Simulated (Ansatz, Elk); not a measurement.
# TiVSi2Ge2: X-ray structure factors from the self-consistent density

The structure of TiVSi2Ge2 used here is made up (a known structure type with other elements) and was relaxed beforehand with PBEsol. The aim is the Fourier transform of its all-electron density, F(hkl), set beside the sum over free spherical atoms that refinements use.

Program: Elk 11.2.3 (patched build). Level of theory: DFT, PBE, all-electron APW+lo, Dirac cores, scalar-relativistic bands, static density, no spin. Results are calculated unless marked as measured.

The structure was built from a prototype and need not be the compound's stable phase.

### Step 1. Starting point

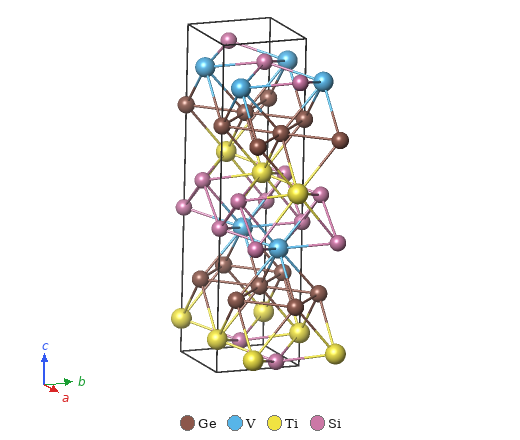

Start, viewed slightly off an axis; germanium brown, vanadium blue, titanium yellow, silicon pink. 2×1×1 cells are drawn. This picture shows the conventional cell, with its axes. Some periodic images of atoms are drawn too.

Coordinates:

```cif
data_structure
_symmetry_space_group_name_H-M 'Amm2'
_symmetry_Int_Tables_number 38
_cell_length_a 3.6424
_cell_length_b 3.5360
_cell_length_c 13.3341
_cell_angle_alpha 90.000
_cell_angle_beta 90.000
_cell_angle_gamma 90.000
_cell_volume 171.74
loop_
_atom_site_label
_atom_site_type_symbol
_atom_site_symmetry_multiplicity
_atom_site_Wyckoff_symbol
_atom_site_fract_x
_atom_site_fract_y
_atom_site_fract_z
_atom_site_occupancy
Ge1 Ge 2 b 0.50000 0.00000 0.25284 1
Ge2 Ge 2 a 0.00000 0.50000 0.25366 1
V1 V 2 b 0.50000 0.50000 0.40083 1
Ti1 Ti 2 a 0.00000 0.00000 0.10053 1
Si1 Si 2 b 0.50000 0.50000 0.05497 1
Si2 Si 2 a 0.00000 0.00000 0.43986 1
```

### Step 2. Ground state and structure factors

An all-electron density is needed, since X-rays see the cores too. Task 0 finds the density and task 195 Fourier-transforms it; tshift is off so that phases refer to the origin typed.

Input file elk.in:

```
tasks
  0
  195

xctype
  20

spinpol
  .false.

rgkmax
  7.0

gmaxvr
  14.0

lmaxo
  7

lmaxapw
  8

swidth
  0.002

tshift
  .false.

ramdisk
  .false.

hmaxvr
  5.5

maxscl
  120

epspot
  1e-06

sppath
  './'

avec
  6.88311092998 0.00000000000 0.00000000000
  0.00000000000 3.34105970754 12.59886042806
  0.00000000000 -3.34105970754 12.59886042806

atoms
  4
  'Ge.in'
  2
  0.5000000000 0.7471557584 0.7471557584   0.000000 0.000000 0.000000
  0.0000000000 0.2463420807 0.2463420807   0.000000 0.000000 0.000000
  'V.in'
  1
  0.5000000000 0.0991696881 0.0991696881   0.000000 0.000000 0.000000
  'Ti.in'
  1
  -0.0000000000 0.8994665389 0.8994665389   0.000000 0.000000 0.000000
  'Si.in'
  2
  0.5000000000 0.4450304482 0.4450304482   0.000000 0.000000 0.000000
  -0.0000000000 0.5601354857 0.5601354857   0.000000 0.000000 0.000000

ngridk
  6 7 7
```

Started as:

```
$ OMP_NUM_THREADS=4 elk
```

Numbers of over 12 decimals in the logs are rounded to 6 here.

The log of the run:

```text
┌─────────────────────────┐
│ Elk code version 11.2.3 │
└─────────────────────────┘

All units are atomic (Hartree, Bohr, etc.)

┌─────────────────────────────────────────────────┐
│ Ground-state run starting from atomic densities │
└─────────────────────────────────────────────────┘

Lattice vectors :
   6.883110930       0.000000000       0.000000000
   0.000000000       3.341059708       12.59886043
   0.000000000      -3.341059708       12.59886043

Reciprocal lattice vectors :
  0.9128409190       0.000000000      -0.000000000
  -0.000000000      0.9402982672      0.2493553025
   0.000000000     -0.9402982672      0.2493553025

Unit cell volume      :    579.4690785
Brillouin zone volume :   0.4280646244

Muffin-tin inner radius fraction :   0.1000000000E-01

Nuclei treated as point charges

Species : 1 (Ge)
 parameters loaded from : Ge.in
 name : germanium
 nuclear charge    :   -32.00000000
 electronic charge :    32.00000000
 atomic mass :    132414.6196
 muffin-tin radius :    2.373301709
 number of radial points in muffin-tin :    993
 inner part over the whole radius :   0.9939198615E-02
 number on inner part of muffin-tin    :    702
 approximate nuclear radius :   0.7637961215E-04
 number of mesh points to nuclear radius :    340
 atomic positions (lattice), magnetic fields (Cartesian) :
  1 :   0.50000000  0.74715576  0.74715576    0.00000000  0.00000000  0.00000000
  2 :   0.00000000  0.24634208  0.24634208    0.00000000  0.00000000  0.00000000

Species : 2 (V)
 parameters loaded from : V.in
 name : vanadium
 nuclear charge    :   -23.00000000
 electronic charge :    23.00000000
 atomic mass :    92860.67382
 muffin-tin radius :    2.400000000
 number of radial points in muffin-tin :    993
 inner part over the whole radius :   0.9920165687E-02
 number on inner part of muffin-tin    :    699
 approximate nuclear radius :   0.6897515165E-04
 number of mesh points to nuclear radius :    327
 atomic positions (lattice), magnetic fields (Cartesian) :
  1 :   0.50000000  0.09916969  0.09916969    0.00000000  0.00000000  0.00000000

Species : 3 (Ti)
 parameters loaded from : Ti.in
 name : titanium
 nuclear charge    :   -22.00000000
 electronic charge :    22.00000000
 atomic mass :    87256.20317
 muffin-tin radius :    2.400000000
 number of radial points in muffin-tin :    993
 inner part over the whole radius :   0.9985722337E-02
 number on inner part of muffin-tin    :    699
 approximate nuclear radius :   0.6805665174E-04
 number of mesh points to nuclear radius :    325
 atomic positions (lattice), magnetic fields (Cartesian) :
  1 :   0.00000000  0.89946654  0.89946654    0.00000000  0.00000000  0.00000000

Species : 4 (Si)
 parameters loaded from : Si.in
 name : silicon
 nuclear charge    :   -14.00000000
 electronic charge :    14.00000000
 atomic mass :    51196.73458
 muffin-tin radius :    2.200000000
 number of radial points in muffin-tin :    793
 inner part over the whole radius :   0.9899632250E-02
 number on inner part of muffin-tin    :    553
 approximate nuclear radius :   0.5963282101E-04
 number of mesh points to nuclear radius :    246
 atomic positions (lattice), magnetic fields (Cartesian) :
  1 :   0.50000000  0.44503045  0.44503045    0.00000000  0.00000000  0.00000000
  2 :   0.00000000  0.56013549  0.56013549    0.00000000  0.00000000  0.00000000

Total number of atoms per unit cell :    6
Total muffin-tin volume :    317.0056878
 ratio of muffin-tin to unit cell volume :   0.5470623017

Spin treatment :
 spin-unpolarised

Number of Bravais lattice symmetries :    8
Number of crystal symmetries         :    4
Crystal has no inversion symmetry
Complex Hermitian eigensolver will be used

k-point grid :      6     7     7
k-point offset :    0.000000000       0.000000000       0.000000000
k-point set is reduced with full crystal symmetry group
Total number of k-points :      112

Muffin-tin radius times maximum |G+k| :    7.000000000
 using average radius
[...]
Density of states at Fermi energy :    97.85395495
 (states/Hartree/unit cell)

Estimated indirect band gap :   0.1111479445E-02
 from k-point 21 to k-point 55
Estimated direct band gap   :   0.2574779773E-02
 at k-point 91

Charges :
 core                        :    76.00000000
 valence                     :    61.00000000
 interstitial                :    8.992966988
 muffin-tins (core leakage)
  species : 1 (Ge)
[...]
species : 2 (V)
[...]
species : 3 (Ti)
[...]
species : 4 (Si)
[...]
total in muffin-tins        :    128.0070330
 total calculated charge     :    136.9960260
 total charge                :    137.0000000
 error                       :   0.3973951682E-02

RMS change in Kohn-Sham potential (target) :   0.3905221757     (  0.1000000000E-05)
Absolute change in total energy (target)   :   0.2912461865     (  0.1000000000E-03)

[... loops 3 to 17 left out ...]

┌──────────────────┐
│ Loop number : 18 │
└──────────────────┘

Energies :
 Fermi                       :     0.378810
 sum of occupied eigenvalues :     -3769.0398495140
 electron kinetic            :      6690.1138019202
 core electron kinetic       :      6212.3026450106
 Coulomb                     :     -12982.359699926
 Coulomb potential           :     -10083.752622986
 nuclear-nuclear             :     -991.35391219979
 electron-nuclear            :     -13927.423005189
 Hartree                     :      1936.4172174634
 Madelung                    :     -7940.4833884328
 xc potential                :     -375.40102844812
 exchange                    :     -282.89311687089
 correlation                 :     -6.312993
 electron entropic           :    -0.13002514094796E-02
 total energy                :     -6581.4533077367

Density of states at Fermi energy :    99.48887215
 (states/Hartree/unit cell)

Estimated indirect band gap :   0.4007946782E-03
 from k-point 45 to k-point 105
Estimated direct band gap   :   0.9238465501E-03
 at k-point 105

Charges :
 core                        :    76.00000000
 valence                     :    61.00000000
 interstitial                :    8.772520161
 muffin-tins (core leakage)
  species : 1 (Ge)
[...]
species : 2 (V)
[...]
species : 3 (Ti)
[...]
species : 4 (Si)
[...]
total in muffin-tins        :    128.2274798
 total calculated charge     :    136.9961428
 total charge                :    137.0000000
 error                       :   0.3857200839E-02

RMS change in Kohn-Sham potential (target) :   0.9105164144E-06 (  0.1000000000E-05)
Absolute change in total energy (target)   :   0.6473880512E-04 (  0.1000000000E-03)

Convergence targets achieved

┌──────────────────┐
│ Loop number : 19 │
└──────────────────┘

Energies :
 Fermi                       :     0.378810
 sum of occupied eigenvalues :     -3769.0398338914
 electron kinetic            :      6690.1138041484
 core electron kinetic       :      6212.3026547180
 Coulomb                     :     -12982.359687375
 Coulomb potential           :     -10083.752637815
 nuclear-nuclear             :     -991.35391219979
 electron-nuclear            :     -13927.422964854
 Hartree                     :      1936.4171896795
 Madelung                    :     -7940.4833684673
 xc potential                :     -375.40100022489
 exchange                    :     -282.89311538183
 correlation                 :     -6.312993
 electron entropic           :    -0.13002495677877E-02
 total energy                :     -6581.4532914526

Density of states at Fermi energy :    99.48871904
 (states/Hartree/unit cell)

Estimated indirect band gap :   0.4008010724E-03
 from k-point 45 to k-point 105
Estimated direct band gap   :   0.9238724898E-03
 at k-point 105

Charges :
 core                        :    76.00000000
 valence                     :    61.00000000
 interstitial                :    8.772521015
 muffin-tins (core leakage)
  species : 1 (Ge)
[...]
species : 2 (V)
[...]
species : 3 (Ti)
   atom 1                    :    20.50545701     ( -0.2204211267E-06)
  species : 4 (Si)
   atom 1                    :    12.34762519     (  0.1366205438E-02)
   atom 2                    :    12.32123985     (  0.1355816343E-02)
 total in muffin-tins        :    128.2274790
 total calculated charge     :    136.9961428
 total charge                :    137.0000000
 error                       :   0.3857200886E-02

┌──────────────────────────────┐
│ Self-consistent loop stopped │
└──────────────────────────────┘

Warning : core states of species 1 leak from the muffin-tin :   0.3987610449E-03

Warning : core states of species 4 leak from the muffin-tin :   0.1366205438E-02

Wrote STATE.OUT
```

Wall time 2.5 min (4 threads of Arm Neoverse V1, shared host); peak memory 0.19 GiB; 9 min of CPU time.

SFACRHO.OUT:

```text

h k l indices transformed by vhmat matrix:
   1.000000000       0.000000000       0.000000000    
   0.000000000       1.000000000       0.000000000    
   0.000000000       0.000000000       1.000000000    

      h      k      l  multipl.   |H|            Re(F)            Im(F)           |F|

      0      0      0      1   0.0000000       137.00000     -0.16531894E-16   137.00000    
      0      1      1      1  0.49871061      -28.553771       3.9973880       28.832221    
      0     -1     -1      1  0.49871061      -28.553771      -3.9973880       28.832221    
      1      0      0      2  0.91284092      -1.0752622      0.71963230E-14   1.0752622    
      0      1      0      2  0.97279952       9.4079959      0.16675599       9.4094737    
      0     -1      0      2  0.97279952       9.4079959     -0.16675599       9.4094737    
      0      2      2      1  0.99742121       28.238709      -3.2017579       28.419640    
      0     -2     -2      1  0.99742121       28.238709       3.2017579       28.419640    
     -1     -1     -1      2   1.0401879      -1.0807115       19.850901       19.880297    
      1      1      1      2   1.0401879      -1.0807115      -19.850901       19.880297    
      0     -2     -1      2   1.2015671      -20.418034     -0.68917695       20.429661    
      0      2      1      2   1.2015671      -20.418034      0.68917695       20.429661    
     -1      0      1      4   1.3340230      0.27006080       24.957499       24.958960    
      1     -1      0      4   1.3340230      0.27006080      -24.957499       24.958960    
     -1      2      2      2   1.3520827     -0.81452993     -0.62508489       1.0267376    
     -1     -2     -2      2   1.3520827     -0.81452993      0.62508489       1.0267376    
      0      3      3      1   1.4961318      -84.483014       5.0827793       84.635774    
      0     -3     -3      1   1.4961318      -84.483014      -5.0827793       84.635774
```

Elk indexes on the primitive cell of elk.in and gives |H| = 4π sin θ/λ in inverse bohr. Below, one row stands for each form hkl of the conventional cell (m members, Friedel mates merged), F is for one primitive cell and the density is static (no thermal factor). Free-atom factors are Waasmaier and Kirfel's, and R is Σm||F|−|F'||/Σm|F|.

```tsv
hkl	m	sin θ/λ (Å⁻¹)	abs F, DFT	neutral atoms	diff.	abs of complex diff.
002	2	0.075	28.832	29.019	-0.187	0.187
100	2	0.137	1.075	1.038	+0.037	0.037
011	4	0.146	9.409	9.418	-0.008	0.024
004	2	0.150	28.420	28.375	+0.044	0.046
102	4	0.156	19.880	19.795	+0.085	0.088
013	4	0.181	20.430	20.285	+0.144	0.151
111	8	0.201	24.959	24.850	+0.109	0.112
104	4	0.203	1.027	1.229	-0.203	0.273
006	2	0.225	84.636	85.081	-0.445	0.446
113	8	0.227	94.794	95.283	-0.489	0.489
015	4	0.235	25.710	26.064	-0.353	0.353
106	4	0.264	31.662	32.008	-0.346	0.349
115	8	0.272	29.770	29.951	-0.181	0.189
200	2	0.275	90.835	91.657	-0.822	0.822
020	2	0.283	89.623	90.448	-0.825	0.825
202	4	0.285	24.061	24.123	-0.062	0.087
022	4	0.293	23.764	23.878	-0.113	0.125
017	4	0.298	4.129	4.170	-0.041	0.073
008	2	0.300	37.140	37.524	-0.385	0.385
211	8	0.311	6.639	6.511	+0.128	0.129
204	4	0.313	23.813	24.067	-0.254	0.255
120	4	0.314	0.783	0.805	-0.022	0.022
```

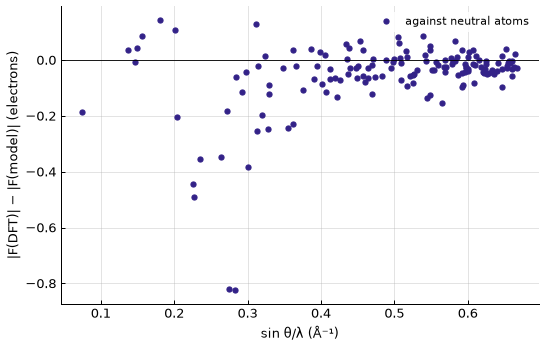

Difference between the calculated structure factors and the independent-atom ones.

### Step 3. The highest occupied states alone

An energy window below the Fermi level keeps the highest occupied states, to see at which angles they scatter; shallow core shells can lie inside it and anion s states outside. No new self-consistency is needed.

Edit elk.in of step 2 so:

```diff
@@ -1,3 +1,2 @@
 tasks
-  0
   195
@@ -40,2 +39,5 @@
 
+wsfac
+  -0.172430 0.678810
+
 sppath
```

Started as:

```
$ OMP_NUM_THREADS=4 elk
```

The log of the run:

```text
┌─────────────────────────────────┐
│ Elk code version 11.2.3 started │
└─────────────────────────────────┘

Info(readinput): the functional depends on the density's gradient
 muffin-tin radial points multiplied by    2.00000
 (not where nrmtscf is given)

┌────────────────────┐
│ Current task : 195 │
└────────────────────┘
Info(checkmt): changed muffin-tin radius of species 1 (Ge) from   2.4000 to   2.3733

Info(sfacrho): density structure factors written to SFACRHO.OUT

 Energy window :  -0.1724300000      0.6788100000

┌──────────────────┐
│ Elk code stopped │
└──────────────────┘
```

It took 16 s on 4 threads; peak memory 0.17 GiB.

States within 15 eV below the Fermi level hold 25.00 electrons; any levels below the window count with the cores. Their amplitudes can exceed the total, where window and core parts have opposite phase:

```tsv
hkl	sin θ/λ (Å⁻¹)	abs F, window	abs F, all
002	0.075	1.514	28.832
100	0.137	0.902	1.075
011	0.146	0.721	9.409
004	0.150	0.372	28.420
102	0.156	1.879	19.880
013	0.181	1.855	20.430
111	0.201	0.852	24.959
104	0.203	0.549	1.027
006	0.225	2.245	84.636
113	0.227	2.586	94.794
```

### Step 4. Another functional

The difference from free atoms is small, so it is set against the change that PBEsol makes.

Edit elk.in of step 3 so:

```diff
@@ -1,2 +1,3 @@
 tasks
+  0
   195
@@ -4,3 +5,3 @@
 xctype
-  20
+  22
 
@@ -39,5 +40,2 @@
 
-wsfac
-  -0.172430 0.678810
-
 sppath
```

Started as:

```
$ OMP_NUM_THREADS=4 elk
```

The log of the run:

```text
┌─────────────────────────┐
│ Elk code version 11.2.3 │
└─────────────────────────┘

All units are atomic (Hartree, Bohr, etc.)

┌─────────────────────────────────────────────────┐
│ Ground-state run starting from atomic densities │
└─────────────────────────────────────────────────┘

Lattice vectors :
   6.883110930       0.000000000       0.000000000
   0.000000000       3.341059708       12.59886043
   0.000000000      -3.341059708       12.59886043

Reciprocal lattice vectors :
  0.9128409190       0.000000000      -0.000000000
[...]
species : 4 (Si)
   atom 1                    :    12.34126759     (  0.1382192014E-02)
   atom 2                    :    12.31547769     (  0.1372155381E-02)
 total in muffin-tins        :    128.2302814
 total calculated charge     :    136.9960957
 total charge                :    137.0000000
 error                       :   0.3904264124E-02

┌──────────────────────────────┐
│ Self-consistent loop stopped │
└──────────────────────────────┘

Warning : core states of species 1 leak from the muffin-tin :   0.4046019892E-03

Warning : core states of species 4 leak from the muffin-tin :   0.1382192014E-02

Wrote STATE.OUT
[key lines of the parts left out:]
total energy                :     -6575.4334455578
```

Elapsed: 2.4 min, on 4 threads; peak memory 0.19 GiB.

Against the first run R = 0.04 %; the largest change is -0.037 at 220.

### Step 5. Basis size

The basis and the expansions that go with it are enlarged, to see whether the differences are converged.

Edit elk.in of step 4 so:

```diff
@@ -5,3 +5,3 @@
 xctype
-  22
+  20
 
@@ -11,12 +11,12 @@
 rgkmax
-  7.0
+  8.5
 
 gmaxvr
-  14.0
+  18.0
 
 lmaxo
-  7
+  9
 
 lmaxapw
-  8
+  10
```

Started as:

```
$ OMP_NUM_THREADS=4 elk
```

The log of the run:

```text
┌─────────────────────────┐
│ Elk code version 11.2.3 │
└─────────────────────────┘

All units are atomic (Hartree, Bohr, etc.)

┌─────────────────────────────────────────────────┐
│ Ground-state run starting from atomic densities │
└─────────────────────────────────────────────────┘

Lattice vectors :
   6.883110930       0.000000000       0.000000000
   0.000000000       3.341059708       12.59886043
   0.000000000      -3.341059708       12.59886043

Reciprocal lattice vectors :
  0.9128409190       0.000000000      -0.000000000
[...]
species : 4 (Si)
   atom 1                    :    12.34810607     (  0.1366321576E-02)
   atom 2                    :    12.32159782     (  0.1355880961E-02)
 total in muffin-tins        :    128.2452146
 total calculated charge     :    136.9965437
 total charge                :    137.0000000
 error                       :   0.3456268242E-02

┌──────────────────────────────┐
│ Self-consistent loop stopped │
└──────────────────────────────┘

Warning : core states of species 1 leak from the muffin-tin :   0.3984483504E-03

Warning : core states of species 4 leak from the muffin-tin :   0.1366321576E-02

Wrote STATE.OUT
[key lines of the parts left out:]
total energy                :     -6581.4638810512
```

It took 7.2 min on 4 threads; peak memory 0.39 GiB; 27 min of CPU time.

Against the first run R = 0.01 %; the largest change is -0.009 at 133.

### Step 6. Settings against the effect

```tsv
run	R against the first run (%)	R against neutral atoms, low angle (%)	wall time
PBE, rgkmax 7	0.00	0.66	2.5 min
PBEsol	0.04	0.68	2.4 min
rgkmax 8.5 with larger expansions	0.01	0.66	7.2 min
```

### Step 7. Results

* R against neutral atoms, sin θ/λ < 0.3 Å⁻¹: 0.66 %
* R against neutral atoms, 0.3 to 0.67 Å⁻¹: 0.23 %

Independent neutral atoms miss the calculated amplitudes by R = 0.66 % below 0.3 Å⁻¹ and 0.23 % from there to 0.67 Å⁻¹; by shells, 0.49 % below 0.15 Å⁻¹ (3 forms), 0.67 % 0.15 to 0.3 (15 forms), 0.35 % 0.3 to 0.45 (34 forms), 0.18 % above 0.45 (97 forms). Bonding, aspherical density and the tables' own atoms all enter these figures, and the runs don't part them. The largest change of an amplitude is -0.82 electrons, at 020. R counts amplitudes alone; phases shift too. Weak lines can change much in proportion: 104 goes from 1.23 to 1.03. The window's part falls from 25.0 electrons at the origin to at most 0.49 between 0.45 and 0.67 Å⁻¹. Below 0.3 Å⁻¹ the changes that finished (PBEsol and rgkmax 8.5 with larger expansions) move F by R = 0.03 % at most, against the 0.66 % that separates it from free atoms. The k-mesh has no finished test. These runs have no spin, though d or f shells may be open. Part of the difference isn't bonding: the tables are fits to free atoms and ions calculated by other methods than this functional. Thermal motion, anomalous dispersion and extinction are left out.

[Logs are printed without paths, hosts, clocks, repeated set-up lines and the standing remarks that a program may print on its own settings, such as how far it seeks lower states.]

[Hosts, paths, dates, database ids (printed as entryN), source tags and the programs' standing remarks are cut or masked in the printed files.]
